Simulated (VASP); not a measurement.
# Co: surface energy and work function by face, part 3 of 5

Aim: compare the low-index faces of Co at one level of theory.

VASP 6.6.1; r2SCAN, spin-polarised from a ferromagnetic start; plane waves and PAW (Co).

Still holding for the runs below: The magnetic state follows from one typed start and may not be the lowest.

So far. Step 3 (The bulk reference, job self-consistent run, k-mesh …): The run ends at a pressure of -0.74 GPa.

## (4) Relaxing the slab, 8 atoms, face Co(0001) (continued)

OUTCAR, selected parts (step 4):

```text
  LATTYP: Found a hexagonal cell.
 ALAT       =     2.4720257627
 C/A-ratio  =    11.7484819235

 Subroutine GETGRP returns: Found 12 space group operations
 (whereof  6 operations were pure point group operations)

The static configuration has the point symmetry C_3v.
 The point group associated with its full space group is D_3d.

 Found     27 irreducible k-points:

   k-points           NKPTS =     27   k-points in BZ     NKDIM =     27   number of bands    NBANDS=     58

   dimension x,y,z NGX =    12 NGY =   12 NGZ =  128
   dimension x,y,z NGXF=    24 NGYF=   24 NGZF=  256

   ENCUT  =  320.0 eV  23.52 Ry    4.85 a.u.   3.61  3.61 42.36*2*pi/ulx,y,z

   NELECT =      72.0000    total number of electrons

 E-fermi :   3.7508

 spin component 1
 k-point     1 :       0.0000    0.0000    0.0000
  band No.  band energies     occupation
    ...
     45       2.1008      1.00000
     46       2.1012      1.00000
     47       2.1014      1.00000
     48       3.4386      1.00610
     49       3.7503      0.50267
     50       8.5452      0.00000
     51       8.8079      0.00000
     52       9.7675      0.00000
     53      10.5209      0.00000
     54      11.6449      0.00000
    ...

 k-point     2 :       0.0667    0.0000    0.0000
  band No.  band energies     occupation
    ...
     43       2.0279      1.00000
     44       2.1106      1.00000
     45       2.1142      1.00000
     46       2.1932      1.00000
     47       2.8269      1.00000
     48       3.8859     -0.01152
     49       4.2626     -0.00001
     50       8.6913      0.00000
     51       8.9431      0.00000
     52       9.9074      0.00000
    ...

 k-point     3 :       0.1333    0.0000    0.0000
  band No.  band energies     occupation
    ...
     43       2.0427      1.00000
     44       2.1350      1.00000
     45       2.1480      1.00000
     46       2.7158      1.00000
     47       3.6576      0.92925
     48       4.7821     -0.00000
     49       5.3264     -0.00000
     50       9.1291      0.00000
     51       9.3396      0.00000
     52      10.3256      0.00000
    ...

 k-point     4 :       0.2000   -0.0000    0.0000
  band No.  band energies     occupation
    ...
     42       2.0578      1.00000
     43       2.1647      1.00000
     44       2.1911      1.00000
     45       2.4070      1.00000
     46       3.3639      1.00081
     47       4.5527     -0.00000
     48       5.8461     -0.00000
     49       6.6175     -0.00000
     50       9.8576      0.00000
     51       9.9671      0.00000
    ...

  Total       -1.6346406     -1.6346406      0.3180781     -0.0000000     -0.0000000     -0.0000000
  in kB      -17.0396829    -17.0396829      3.3156832     -0.0000000     -0.0000000     -0.0000000
  external PRESSURE =     -10.2545609 kB  Pullay stress =       0.0000000 kB

  energy-cutoff  :      320.00
  volume of cell :      153.70
      direct lattice vectors                 reciprocal lattice vectors
     2.472025763  0.000000000  0.000000000     0.404526528 -0.233553500  0.000000000
     1.236012881  2.140837109  0.000000000     0.000000000  0.467107000  0.000000000
     0.000000000  0.000000000 29.042549988     0.000000000  0.000000000  0.034432238

 POSITION                                       TOTAL-FORCE (eV/Angst)
 -----------------------------------------------------------------------------------
      2.47203      1.42722      7.53195        -0.000000     -0.000000     -0.026691
      1.23601      2.14084      9.45547         0.000000      0.000000     -0.020044
      2.47203      1.42722     11.52460        -0.000000      0.000000     -0.002626
      1.23601      2.14084     13.48208         0.000000     -0.000000      0.003887
      2.47203      1.42722     15.56047        -0.000000      0.000000     -0.003887
      3.70804      2.14084     17.51795        -0.000000     -0.000000      0.002626
      2.47203      1.42722     19.58708        -0.000000     -0.000000      0.020044
      0.00000      0.00000     21.51060         0.000000      0.000000      0.026691
 -----------------------------------------------------------------------------------
    total drift:                                0.000002      0.000001     -0.000002

  FREE ENERGIE OF THE ION-ELECTRON SYSTEM (eV)
  ---------------------------------------------------
  free  energy   TOTEN  =      -104.2844460658 eV

  energy  without entropy=     -104.2865290592  energy(sigma->0) =     -104.28514040

 total charge
# of ion       s       p       d       tot
------------------------------------------
    1        0.520   0.475   7.199   8.193
    2        0.519   0.582   7.237   8.338
    3        0.521   0.579   7.225   8.324
    4        0.519   0.579   7.220   8.318
    5        0.519   0.579   7.220   8.318
    6        0.521   0.579   7.225   8.324
    7        0.519   0.582   7.237   8.338
    8        0.520   0.475   7.199   8.193
--------------------------------------------------
tot          4.156   4.428  57.761  66.345

 magnetization (x)
# of ion       s       p       d       tot
------------------------------------------
    1       -0.011  -0.088   1.972   1.873
    2       -0.016  -0.091   1.902   1.795
    3       -0.010  -0.084   1.901   1.806
    4       -0.011  -0.086   1.919   1.822
    5       -0.011  -0.086   1.919   1.822
    6       -0.010  -0.084   1.901   1.806
    7       -0.016  -0.091   1.902   1.795
    8       -0.011  -0.088   1.972   1.873
--------------------------------------------------
tot         -0.097  -0.698  15.387  14.591

[... 1 part as in an earlier step ...]

[... 11 further parts left out ...]
```

CONTCAR:

```
Co
   1.00000000000000
     2.4720257627000000    0.0000000000000000    0.0000000000000000
     1.2360128814000000    2.1408371093000000    0.0000000000000000
     0.0000000000000000    0.0000000000000000   29.0425499876000011
  Co
     8
Direct
     0.6666666699999979    0.6666666699999979    0.2593417942434682
     0.0000000000000000    1.0000000000000000    0.3255728806368544
     0.6666666699999979    0.6666666699999979    0.3968178096959846
     0.0000000000000000    1.0000000000000000    0.4642180274158307
     0.6666666699999979    0.6666666699999979    0.5357819725841694
     1.0000000000000000    1.0000000000000000    0.6031821903040152
     0.6666666699999979    0.6666666699999979    0.6744271193631457
     0.0000000000000000    0.0000000000000000    0.7406582057565319
```

The run keeps the 12 symmetry operations of its start, so it cannot find a distortion of lower symmetry.

Step by step:

```csv
step,energy less that of the first step (eV),largest force (eV/Å)
1,0.0000,0.7249
2,-0.0616,0.3529
3,-0.0755,0.1195
4,-0.0756,0.0981
5,-0.0756,0.1076
6,-0.0770,0.0646
7,-0.0780,0.0377
8,-0.0784,0.0267
```

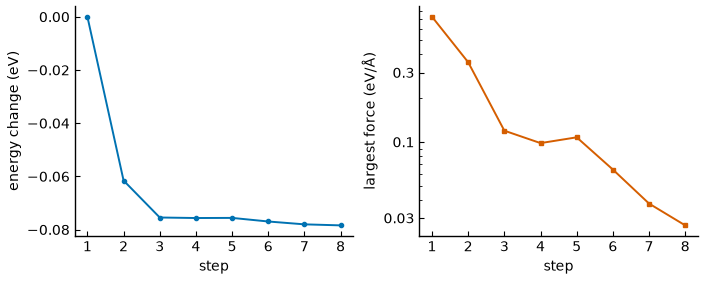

Energy and largest force along the relaxation.

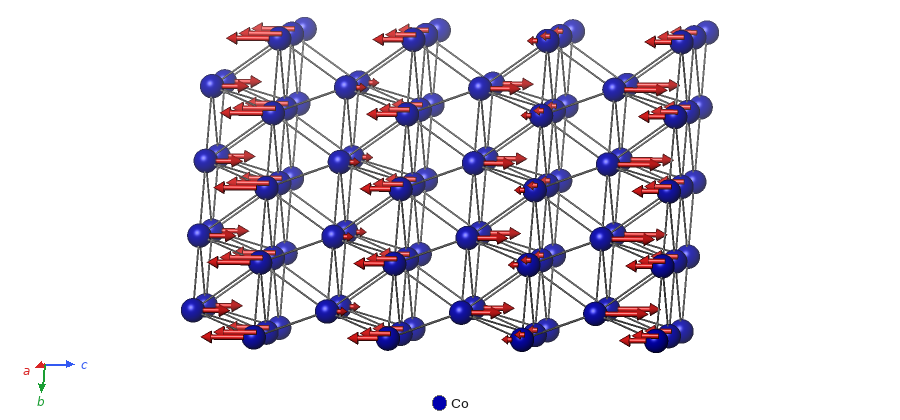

Displacements in the relaxation, exaggerated; the longest in the cell stands for 0.05 Å. 2×4×1 cells are drawn. Some periodic images of atoms are drawn too.

The atoms that moved most (Å):

```csv
atom,dx,dy,dz,length
Co2,0.000,0.000,-0.051,0.051
Co7,0.000,0.000,0.051,0.051
Co4,0.000,0.000,-0.036,0.036
Co5,0.000,0.000,0.036,0.036
Co1,0.000,0.000,0.032,0.032
Co8,0.000,0.000,-0.032,0.032
Co3,0.000,0.000,0.012,0.012
Co6,0.000,0.000,-0.012,0.012
```

Final coordinates:

```
Co
1.0
     2.47203    0.00000    0.00000
     1.23601    2.14084    0.00000
     0.00000    0.00000   29.04255
Co
8
Cartesian
  2.4720 1.4272 7.5319
  0.0000 0.0000 9.4555
  2.4720 1.4272 11.5246
  0.0000 0.0000 13.4821
  2.4720 1.4272 15.5605
  0.0000 0.0000 17.5179
  2.4720 1.4272 19.5871
  0.0000 0.0000 21.5106
```

Numbers from this step:

- electronic cycles: 96
- electrons: 72
- free energy (TOTEN): -104.2844 eV
- energy at zero smearing: -104.2851 eV
- Fermi energy: 3.751 eV
- moment of the cell, from the last line of the log: 14.06 μB

Spin moment in the PAW sphere by atom:

```csv
atom,spin moment in the PAW sphere (μB)
Co1,1.87
Co2,1.79
Co3,1.81
Co4,1.82
Co5,1.82
Co6,1.81
Co7,1.79
Co8,1.87
```

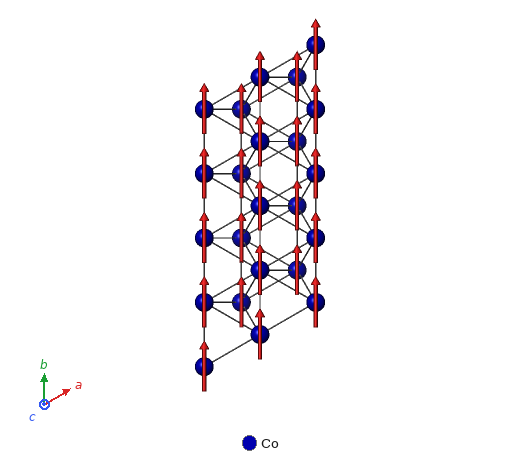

Spin moment in the PAW sphere as arrows, the longest 1.87 μB. Up and down stand for the sign. Arrows give size and sign along the axis of quantisation, drawn up and down the page. 2×4×1 cells are drawn. Some periodic images of atoms are drawn too.

The run ended after 8 ionic steps, 0.078 eV below its first step, once the forces on the free atoms met EDIFFG = -0.03.

## (5) Vacuum level and density of states, 8 atoms, face Co(0001)

A static run writes the electrostatic potential without exchange and correlation (LVHAR), which is flat in the vacuum and gives the level to count from. The dipole correction cancels the field that unlike faces would set up across the vacuum.

Contents of INCAR:

```
SYSTEM = Co
PREC = Normal
ENCUT = 320
EDIFF = 1E-06
NELM = 120
ISMEAR = 1
SIGMA = 0.15
LREAL = .FALSE.
ALGO = Normal
METAGGA = R2SCAN
LASPH = .TRUE.
NBANDS = 58
ISPIN = 2
MAGMOM = 2 2 2 2 2 2 2 2
LMAXMIX = 4
LORBIT = 11
LWAVE = .FALSE.
LCHARG = .TRUE.
KPAR = 4
IDIPOL = 3
LDIPOL = .TRUE.
DIPOL = 0.5 0.5 0.5
LVHAR = .TRUE.
LVACPOTAV = .TRUE.
NEDOS = 1500
```

Contents of POSCAR:

```
Co
1.0
    2.4720257627      0.0000000000      0.0000000000
    1.2360128814      2.1408371093      0.0000000000
    0.0000000000      0.0000000000     29.0425499876
Co
8
Direct
    0.6666666700      0.6666666700      0.2593417942
    0.0000000000      0.0000000000      0.3255728806
    0.6666666700      0.6666666700      0.3968178097
    0.0000000000      0.0000000000      0.4642180274
    0.6666666700      0.6666666700      0.5357819726
    0.0000000000      0.0000000000      0.6031821903
    0.6666666700      0.6666666700      0.6744271194
    0.0000000000      0.0000000000      0.7406582058
```

Contents of KPOINTS:

```
Automatic mesh
0
Gamma
15 15 1
0 0 0
```

PAW data sets: Co (PBE family, release 64).

On the command line:

```sh
mpirun -np 4 vasp_std
```

Output:

```text
[... set-up lines as in an earlier step ...]
 entering main loop
       N       E                     dE             d eps       ncg     rms          rms(c)
DAV:   1     0.425084885642E+03    0.42508E+03   -0.24222E+04  6352   0.107E+03
DAV:   2    -0.819592620445E+02   -0.50704E+03   -0.46504E+03  6266   0.278E+02
DAV:   3    -0.123512778865E+03   -0.41554E+02   -0.38772E+02  6728   0.110E+02
DAV:   4    -0.124256990195E+03   -0.74421E+00   -0.74245E+00  6872   0.169E+01
DAV:   5    -0.124279477415E+03   -0.22487E-01   -0.22486E-01  9508   0.187E+00    0.345E+01
DAV:   6    -0.113720391083E+03    0.10559E+02   -0.11266E+02  7128   0.121E+02    0.427E+01
DAV:   7    -0.176264846383E+03   -0.62544E+02   -0.10705E+02  8342   0.175E+02    0.895E+01
DAV:   8    -0.106741853870E+03    0.69523E+02   -0.18104E+02  9300   0.716E+01    0.204E+01
DAV:   9    -0.106086275498E+03    0.65558E+00   -0.33019E+01  8276   0.840E+01    0.355E+01
DAV:  10    -0.105355150763E+03    0.73112E+00   -0.14563E+01  7214   0.582E+01    0.262E+01
DAV:  11    -0.103590995396E+03    0.17642E+01   -0.15325E+01  7776   0.466E+01    0.145E+01
DAV:  12    -0.103059143258E+03    0.53185E+00   -0.28652E+00  7064   0.245E+01    0.687E+00
DAV:  13    -0.103579548584E+03   -0.52041E+00   -0.73443E-01  6950   0.888E+00    0.566E+00
DAV:  14    -0.104186756502E+03   -0.60721E+00   -0.15142E+00  7438   0.109E+01    0.526E+00
DAV:  15    -0.104357386577E+03   -0.17063E+00   -0.39043E-01  7620   0.506E+00    0.587E+00
DAV:  16    -0.104507706641E+03   -0.15032E+00   -0.18113E-01  7416   0.403E+00    0.605E+00
DAV:  17    -0.104372589516E+03    0.13512E+00   -0.10223E-01  7014   0.551E+00    0.420E+00
DAV:  18    -0.104275958529E+03    0.96631E-01   -0.95354E-02  8526   0.455E+00    0.289E+00
DAV:  19    -0.104251099447E+03    0.24859E-01   -0.65296E-02  7862   0.271E+00    0.219E+00
DAV:  20    -0.104253075461E+03   -0.19760E-02   -0.33492E-02  9292   0.173E+00    0.163E+00
DAV:  21    -0.104263706710E+03   -0.10631E-01   -0.11109E-02  7180   0.123E+00    0.137E+00
DAV:  22    -0.104267143638E+03   -0.34369E-02   -0.31417E-02  9346   0.173E+00    0.864E-01
DAV:  23    -0.104268160418E+03   -0.10168E-02   -0.84685E-03  7330   0.115E+00    0.728E-01
DAV:  24    -0.104271403905E+03   -0.32435E-02   -0.67149E-03  7612   0.851E-01    0.620E-01
DAV:  25    -0.104283669453E+03   -0.12266E-01   -0.10899E-02  8522   0.142E+00    0.824E-01
DAV:  26    -0.104287914579E+03   -0.42451E-02   -0.69171E-03  8360   0.117E+00    0.701E-01
DAV:  27    -0.104286511338E+03    0.14032E-02   -0.27775E-03  7780   0.629E-01    0.491E-01
DAV:  28    -0.104286884583E+03   -0.37324E-03   -0.20630E-03  8702   0.502E-01    0.311E-01
DAV:  29    -0.104286777685E+03    0.10690E-03   -0.79473E-04  8130   0.285E-01    0.226E-01
DAV:  30    -0.104286942364E+03   -0.16468E-03   -0.57765E-04  7580   0.277E-01    0.137E-01
DAV:  31    -0.104286382018E+03    0.56035E-03   -0.64414E-04  8356   0.252E-01    0.560E-02
DAV:  32    -0.104286031042E+03    0.35098E-03   -0.42385E-04  6506   0.146E-01    0.558E-02
DAV:  33    -0.104285487106E+03    0.54394E-03   -0.16448E-04  7132   0.109E-01    0.490E-02
DAV:  34    -0.104285017845E+03    0.46926E-03   -0.50119E-04  7462   0.200E-01    0.409E-02
DAV:  35    -0.104284591201E+03    0.42664E-03   -0.15120E-04  6718   0.103E-01    0.256E-02
DAV:  36    -0.104284427450E+03    0.16375E-03   -0.29970E-05  7970   0.507E-02    0.116E-02
DAV:  37    -0.104284442086E+03   -0.14636E-04   -0.12011E-05  6562   0.261E-02    0.757E-03
DAV:  38    -0.104284496793E+03   -0.54708E-04   -0.62307E-06  6220   0.223E-02    0.378E-03
DAV:  39    -0.104284521300E+03   -0.24507E-04   -0.36760E-06  5846   0.132E-02    0.198E-03
DAV:  40    -0.104284467698E+03    0.53602E-04   -0.18154E-06  5130   0.896E-03    0.199E-03
DAV:  41    -0.104284467365E+03    0.33316E-06   -0.73052E-07  4408   0.564E-03
 -----------------------------------------------------------------------------
|                                                                             |
|           W    W    AA    RRRRR   N    N  II  N    N   GGGG   !!!           |
|           W    W   A  A   R    R  NN   N  II  NN   N  G    G  !!!           |
|           W    W  A    A  R    R  N N  N  II  N N  N  G       !!!           |
|           W WW W  AAAAAA  RRRRR   N  N N  II  N  N N  G  GGG   !            |
|           WW  WW  A    A  R   R   N   NN  II  N   NN  G    G                |
|           W    W  A    A  R    R  N    N  II  N    N   GGGG   !!!           |
|                                                                             |
|     Did not find any points to average over, which means that no vacuum     |
|     field-free region was found. Please increase the size of  your cell     |
|     in the dimension of the dipole correction to obtain accurate            |
|     workfunction values.                                                    |
|                                                                             |
 -----------------------------------------------------------------------------

   1 F= -.10428447E+03 E0= -.10428516E+03  d E =0.208523E-02  mag=    14.0614
```

Elapsed: 2.9 min, on 4 MPI ranks of Intel Xeon 6975P-C (Granite Rapids), shared host; peak memory 1.1 GiB; 11 min of CPU time.

OUTCAR, selected parts (step 5):

```text
   NELECT =      72.0000    total number of electrons

 dipolmoment           0.000000      0.000000      0.000000 electrons x Angstroem

 E-fermi :   3.7524

 spin component 1
 k-point     1 :       0.0000    0.0000    0.0000
  band No.  band energies     occupation
    ...
     45       2.1025      1.00000
     46       2.1028      1.00000
     47       2.1030      1.00000
     48       3.4394      1.00599
     49       3.7512      0.50646
     50       8.5355      0.00000
     51       8.7781      0.00000
     52       9.7858      0.00000
     53      10.5171      0.00000
     54      11.6441      0.00000
    ...

 k-point     2 :       0.0667    0.0000    0.0000
  band No.  band energies     occupation
    ...
     43       2.0295      1.00000
     44       2.1122      1.00000
     45       2.1158      1.00000
     46       2.1949      1.00000
     47       2.8284      1.00000
     48       3.8868     -0.01068
     49       4.2636     -0.00001
     50       8.6817      0.00000
     51       8.9138      0.00000
     52       9.9257      0.00000
    ...

  Total       -1.6372894     -1.6372894      0.3117516     -0.0000000      0.0000000     -0.0000000
  in kB      -17.0672940    -17.0672940      3.2497347     -0.0000000      0.0000000     -0.0000000
  external PRESSURE =     -10.2949511 kB  Pullay stress =       0.0000000 kB

 POSITION                                       TOTAL-FORCE (eV/Angst)
 -----------------------------------------------------------------------------------
      2.47203      1.42722      7.53195         0.000000      0.000000     -0.025202
      0.00000      0.00000      9.45547        -0.000000     -0.000000     -0.019310
      2.47203      1.42722     11.52460         0.000000     -0.000000     -0.002059
      0.00000      0.00000     13.48208        -0.000000      0.000000      0.003496
      2.47203      1.42722     15.56047        -0.000000      0.000000     -0.003496
      0.00000      0.00000     17.51795         0.000000      0.000000      0.002059
      2.47203      1.42722     19.58708         0.000000      0.000000      0.019310
      0.00000      0.00000     21.51060        -0.000000     -0.000000      0.025202
 -----------------------------------------------------------------------------------
    total drift:                                0.000002      0.000001     -0.000002

  FREE ENERGIE OF THE ION-ELECTRON SYSTEM (eV)
  ---------------------------------------------------
  free  energy   TOTEN  =      -104.2844673648 eV

  energy  without entropy=     -104.2865525978  energy(sigma->0) =     -104.28516244

 vacuum level on the upper side and lower side of the slab         8.712         8.712

[... 10 parts as in an earlier step ...]

[... 13 further parts left out ...]
```

Numbers from this step:

| Property | Result |
| --- | --- |
| electronic cycles | 41 |
| free energy (TOTEN) | -104.2845 eV |
| energy at zero smearing | -104.2852 eV |
| Fermi energy | 3.752 eV |
| dipole moment | 0, 0, 0 e·Å |
| vacuum levels | 8.729, 8.729 eV |
| work functions of the upper and lower face | 4.976, 4.976 eV |

The planar average of the electrostatic potential oscillates, so the rows of the table below give means over windows of 2.04 Å about each position, cut where the curve ends. Its maxima inside the range that stand out by 2 % of the span (Å: eV): 8.5: -1.83, 10.4: -0.648, 12.5: -1.51, 14.5: -0.454, 16.6: -1.51, 18.6: -0.648, 20.5: -1.83. Its minima: 7.5: -22.5, 9.4: -22.7, 11.6: -22.6, 13.5: -22.8, 15.5: -22.8, 17.5: -22.6, 19.6: -22.7, 21.6: -22.5.

Zero at the Fermi level. Planar average of the electrostatic potential against height; means over each step:

```csv
height (Å),planar average of the electrostatic potential (eV)
1.02,4.98
3.06,4.97
5.10,4.71
7.14,-9.25
9.18,-10.9
11.22,-10.4
13.26,-10.7
15.30,-10.4
17.34,-10.7
19.38,-10.5
21.42,-10.5
23.46,4.07
25.50,4.97
27.54,4.98
```

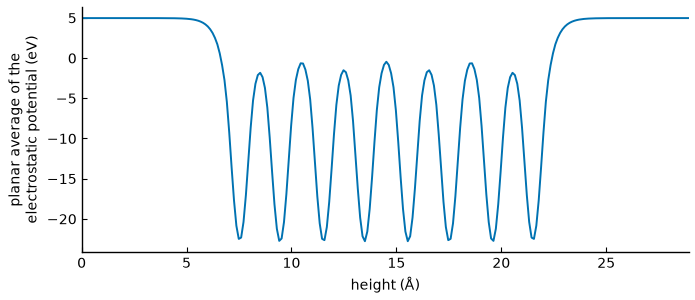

Planar average of the electrostatic potential against height.

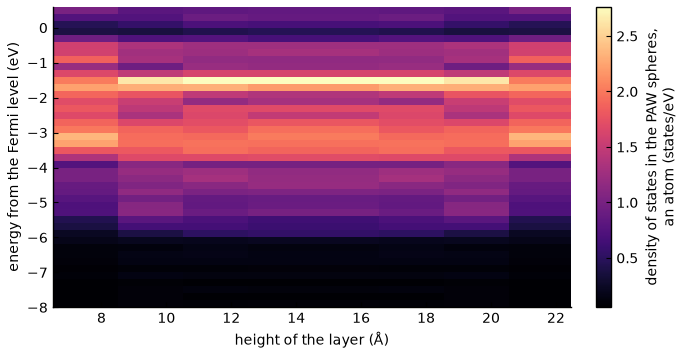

Density of states in the PAW spheres, an atom over height of the layer and energy from the Fermi level.

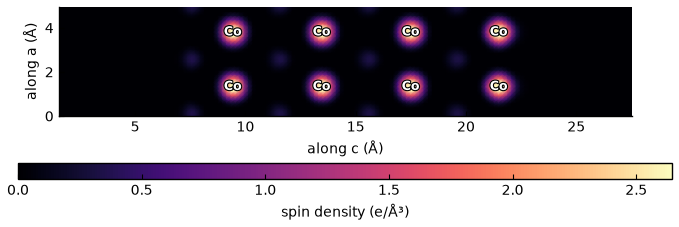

Spin density in the ca plane at fractional y = 0.000, with atoms of Co within 0.2 Å of it. The map starts off the cell's origin, so that atoms lie inside it. The far vacuum is left out of the map.

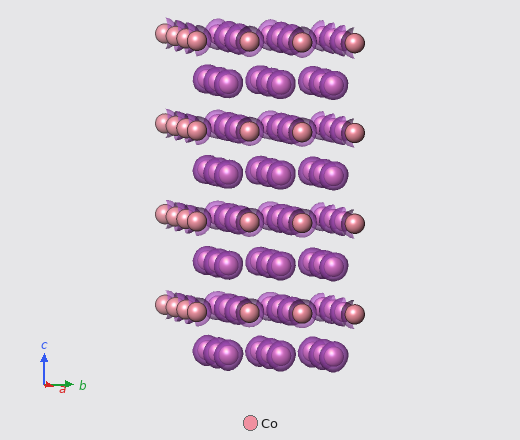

Surface of spin density = 0.56 e/Å³, which holds about 70 % of the integral of its size. 3×3×1 cells are drawn.

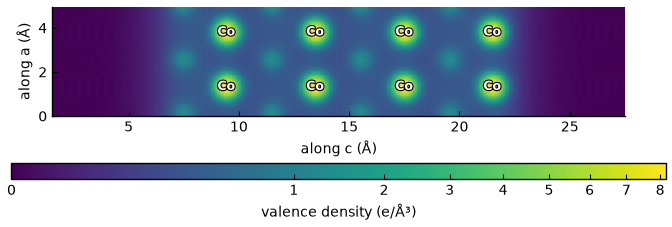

Valence density in the ca plane at fractional y = 0.000, with atoms of Co within 0.2 Å of it. It is the smooth field of the valence electrons, not physical close to the nuclei. The map starts off the cell's origin, so that atoms lie inside it. The colour scale is stretched toward low values. The far vacuum is left out of the map.

The map of layer states is cut here 0.5 eV above the Fermi level, so it leaves out the states above that.

The vacuum level lies 4.98 eV above the Fermi level at the upper face; both faces agree, as the slab has next to no dipole.

The program found no field-free point at its default tolerance, and its printed vacuum level lies off the flat part of the planar average, by -0.02 eV at the upper face; the levels here are read from the flat part.

On this mesh the fine structure of the density of states is sampling noise, and high empty states may be cut by the number of bands.

(Continued in part 4 of 5.)

[Lines on the potential files, build, host, timing and source positions are cut from VASP's logs without a mark.]

[Logs are printed without paths, hosts, clocks, repeated set-up lines and the standing remarks that a program may print on its own settings, such as how far it seeks lower states.]

[Hosts, paths, dates, database ids (printed as entryN), source tags and the programs' standing remarks are cut or masked in the printed files.]

[Runs that stopped without an error message from VASP are left out.]
